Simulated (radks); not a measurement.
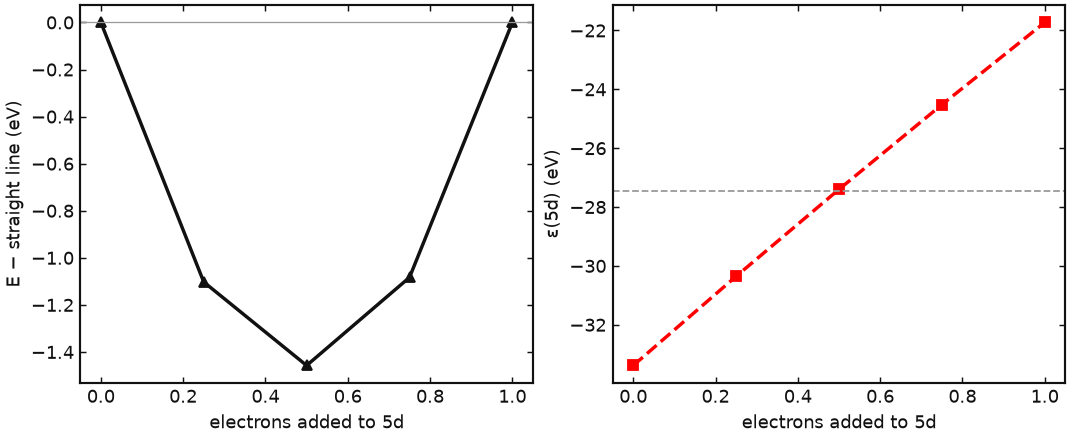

Computed with the in-house radial solver radks: scalar-relativistic Kohn-Sham, LDA (Slater exchange, Perdew-Wang correlation), spin-unpolarised, spherical densities, finite nucleus. The occupation of the 5d shell is varied from Re³⁺ ([Xe] 4f14 5d4) to Re²⁺ ([Xe] 4f14 5d5), with spherical fractional occupations. The plot shows the total energy less the straight line between the end points, and the eigenvalue of 5d (the dashed line is minus the energy to take the whole electron out).

> Is the energy convex or concave in the occupation, and by how much?

The curve is convex (below the straight line), with the largest deviation among the points computed, −1.46 eV, at 0.5. The end points differ by 27.4 eV, the energy to take the electron out. The eigenvalue, which is the slope of the energy (Janak's theorem), moves from −33.4 eV at 0 to −21.7 eV at 1; for a straight line it would stay constant, and a parabola would sag by an eighth of this change, scaled to a whole electron, 1.46 eV. Convexity is the mark of the delocalisation error, which puts fractional charges too low; for p, d and f shells the spherical spreading of the fraction adds to it.
